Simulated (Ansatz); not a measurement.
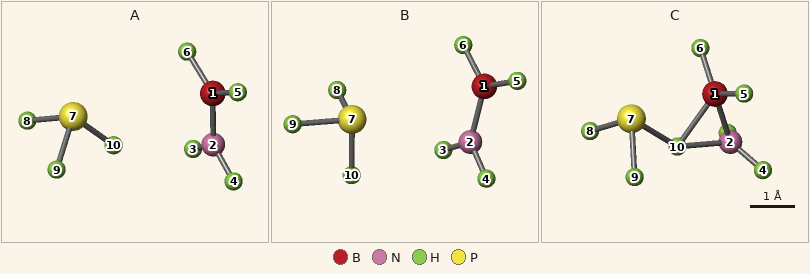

3 geometries from a converged minimum-energy path of BPNH$_{7}$, made up at the start of BNH4 and PH3, shuffled. The picture is a ball-and-stick view, seen at a tilt.

Method: RKS r2SCAN/def2-SVP (Ansatz 0.2.0). Settings: 5 movable images; climbing image; force threshold 0.05 eV/Å; iteration limit 60; starting path through a guess of the saddle point.

**Which frame is the transition state?**

C. In order along the path, whose images run from 0 to 6: B (image 0, 0.0 kcal/mol), A (image 2, +0.6 kcal/mol), C (image 4, +35.2 kcal/mol). Breaking: P7–H10 (1.43 → 1.70 at the top → 3.12 Å). Forming: B1–P7 (3.61 → 2.20 at the top → 1.97 Å), N2–H10 (3.25 → 1.44 at the top → 1.02 Å).

Limits of the set-up: the start holds two separate molecules, 3.2 Å apart at their closest, whose relative position is a soft coordinate and is computed without a dispersion correction.

Cost: 83 s on 2 threads of AMD EPYC 9R45 96-Core Processor (Zen 5), with other jobs on the host, peak memory 0.15 GiB.
